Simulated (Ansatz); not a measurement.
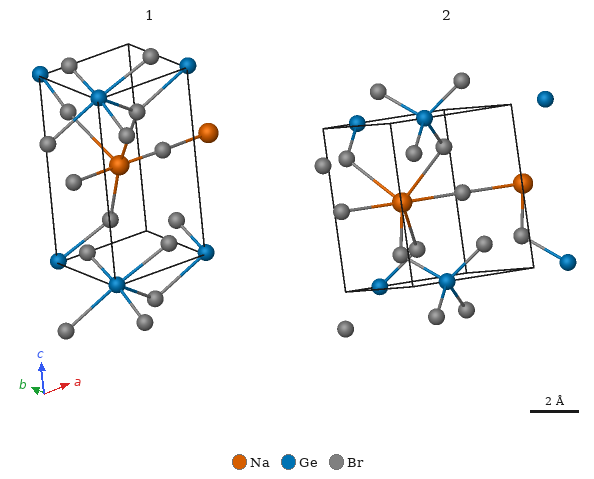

Two geometries of solid NaGeBr₅ (built on the AlCrF5-71 type type), drawn at one scale. One is the start of a relaxation, the other its converged end. The picture is a ball-and-stick view of the cell of the calculation, reduced to other axes, seen slightly off an axis. Lengths and directions refer to the drawn axes.

All numbers below come from DFT, PBEsol, plane waves, PAW (Ansatz 0.2.0). Settings: plane-wave cutoff 420 eV; k-point mesh 4 × 4 × 4; occupations fermi dirac; smearing width 0.05 eV; no spin polarisation; cell and atoms relaxed; force threshold 0.01 eV/Å; at most 120 steps.

Which geometry has the lower energy?

Answer. Structure 2 is the relaxed one. Case: shaken. After 35 accepted moves (41 points after the start) the energy has fallen by 538 meV per atom. Largest force component: 5.6 eV/Å at the start, 0.0051 eV/Å at the end. The pressure goes from 4.31 to 0.02 GPa. The line search rejected the trial steps at points 15, 17, 24, 37 of the run. At 2 points the geometry stayed and the basis and grid were re-selected for the new cell (energy shift of 6.3 meV per atom at most each time). The Ge atom moves most relative to the cell: 1.43 Å roughly along +a. Largest moves by element: Ge 1.43 Å, Br 1.17 Å, Na 1.13 Å. Cell: a 4.750 → 5.633 Å (+18.6 %), b 7.637 → 6.770 Å (−11.4 %), c 7.934 → 6.887 Å (−13.2 %), α 72.6° → 90.0°, β 73.3° → 89.7°, γ 72.3° → 89.7°. Volume +2.8 %. Near-neighbour distances that change, for instance: Br–Na 5.896 → 3.215 Å, Br–Ge 2.969 → 4.715 Å, Br–Br 4.608 → 3.285 Å, Br–Br 4.124 → 3.290 Å. New bonds form, among them: Br–Na (5.90 → 3.22 Å). Among the angles between lasting bonds that change: Br–Ge–Br 173.2° → 110.5°, Br–Na–Br 166.9° → 131.4°, Br–Ge–Br 76.0° → 110.5°. The space group stays P1 (No. 1).
